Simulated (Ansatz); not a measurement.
# HSE06/def2-SVP run of C2H5ClSi (SMILES ClC1C[SiH2]1)

What is the vertical singlet–triplet gap of C2H5ClSi at HSE06/def2-SVP? 

Program for the calculation: Ansatz 0.2.0.

84 further runs of the same task are left out: 84 set aside as unsound or not needed.

## 1. The structure to begin with

The species is C2H5ClSi (9 atoms), meant as a singlet with charge 0. SMILES: `ClC1C[SiH2]1`. The shape is that of a PBE0-D4/def2-TZVP optimisation.

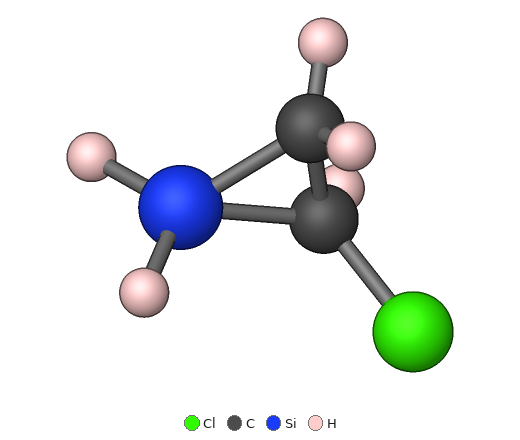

The structure, seen from a chosen angle (chlorine green, carbon dark grey, silicon blue, hydrogen pink).

## 2. A single-point energy at HSE06/def2-SVP

Contents of job.yaml:

```yaml
basis:
  gaussian:
    orbitals: def2-SVP
crystal:
  periodic: [false, false, false]
  atoms:
    - {symbol: Cl, position_ang: [-0.610200, -0.416600, -2.254300]}
    - {symbol: C, position_ang: [-0.442600, 0.373500, -0.689900]}
    - {symbol: C, position_ang: [0.930400, 0.305100, -0.014300]}
    - {symbol: Si, position_ang: [-0.417500, -0.575100, 0.903900]}
    - {symbol: H, position_ang: [-0.899600, 1.356600, -0.714500]}
    - {symbol: H, position_ang: [1.659300, -0.322300, -0.518200]}
    - {symbol: H, position_ang: [1.345700, 1.248900, 0.324100]}
    - {symbol: H, position_ang: [-0.452800, -2.048100, 0.838700]}
    - {symbol: H, position_ang: [-1.023900, 0.031800, 2.107300]}
accuracy: high
output: {orbitals: {seedname: orbitals}}
hamiltonian:
  xc: {name: HSE06}
```

Command:

```console
$ ansatz run job.yaml --threads 1 --pin off --max-ram 3480MiB --events-out events.jsonl --progress --plain --runs-dir runs
```

Log:

```text
Warning: RAYON_NUM_THREADS=1 ignored (pool sized by the plan → 1); use --threads N
Functional definition: HSE06
  name "HSE06"
  parameter a = 0.25
  parameter omega = 0.11/bohr
  exchange = pbe_x - a*pbe_x_sr(omega) + a*exact_x_sr(omega)
  correlation = pbe_c
2017 factors; integrals over basis functions are off by at most 4.1e-9 eV
98 factors; integrals over basis functions are off by at most 1.3e-9 eV
mean field evaluation 1: about -22529.7344 eV, gradient 4.8e1 eV
mean field evaluation 2: about -22519.2591 eV, gradient 7.5e1 eV
mean field evaluation 4: about -22535.6901 eV, gradient 3.9e0 eV
mean field evaluation 8: about -22535.9197 eV, gradient 1.9e-1 eV
mean field evaluation 16: about -22535.9199 eV, gradient 3.8e-5 eV
mean field -22535.91985027 eV, -828.1797791023 hartree, gradient 8.2e-8 eV, S^2 0.000000; 0 other end points of the search recorded, 0 dependent functions left out
reference -22535.91985330 eV, -828.1797792138 hartree; 24, 24 occupied and 65, 65 virtual orbitals, 2017 factors
Total energy: -22535.91985330 eV, -828.1797792138 hartree
```

It took 6.6 s on 1 thread of Intel Xeon Platinum 8488C (Sapphire Rapids), shared host; peak memory 0.33 GiB.

## 3. The triplet, same level

job.yaml, as its differences from that of step 2:

```diff
@@ -1,4 +1,3 @@
 basis:
-  gaussian:
-    orbitals: def2-SVP
+  gaussian: {orbitals: def2-SVP}
 crystal:
@@ -15,5 +14,5 @@
     - {symbol: H, position_ang: [-1.023900, 0.031800, 2.107300]}
+magnetization: {spin_polarized: true, initial_magnetization: 2}
+hamiltonian: {xc: {name: HSE06}}
 accuracy: high
 output: {orbitals: {seedname: orbitals}}
-hamiltonian:
-  xc: {name: HSE06}
```

Command:

```console
$ ansatz run job.yaml --threads 1 --pin off --max-ram 3480MiB --events-out events.jsonl --progress --plain --runs-dir runs
```

Log, cut to the lines that bear on the results:

```text
Warning: RAYON_NUM_THREADS=1 ignored (pool sized by the plan → 1); use --threads N
[... 6 set-up lines as earlier in the session ...]
2017 factors; integrals over basis functions are off by at most 4.1e-9 eV
98 factors; integrals over basis functions are off by at most 1.3e-9 eV
mean field evaluation 1: about -22522.6597 eV, gradient 3.8e1 eV
mean field evaluation 2: about -22502.1886 eV, gradient 6.7e1 eV
mean field evaluation 4: about -22530.1428 eV, gradient 8.3e0 eV
mean field evaluation 8: about -22530.7286 eV, gradient 9.4e-1 eV
mean field evaluation 16: about -22531.0015 eV, gradient 2.2e-2 eV
mean field evaluation 32: about -22531.0015 eV, gradient 7.8e-7 eV
mean field -22531.00152309 eV, -827.9990339120 hartree, gradient 4.4e-8 eV, S^2 2.007770; 3 other end points of the search recorded, 0 dependent functions left out
reference -22531.00152629 eV, -827.9990340300 hartree; 25, 23 occupied and 64, 66 virtual orbitals, 2017 factors
Total energy: -22531.00152629 eV, -827.9990340300 hartree
```

It took 17 s on 1 thread of Intel Xeon Platinum 8488C (Sapphire Rapids), shared host; peak memory 0.47 GiB.

## 4. Results

At HSE06/def2-SVP:

```
                                        quantity          value
                           singlet: total energy  -828.17978 Eh
                            singlet: HOMO energy       -6.52 eV
                            singlet: LUMO energy       -0.17 eV
                          singlet: HOMO–LUMO gap        6.35 eV
                           triplet: total energy  -827.99903 Eh
     triplet: HOMO energy (highest over α and β)       -1.86 eV
                                   triplet: ⟨S²⟩          2.008
vertical energy of the triplet above the singlet       4.918 eV
```

What this shows: At this shape the triplet lies 4.92 eV (475 kJ/mol) above the singlet.
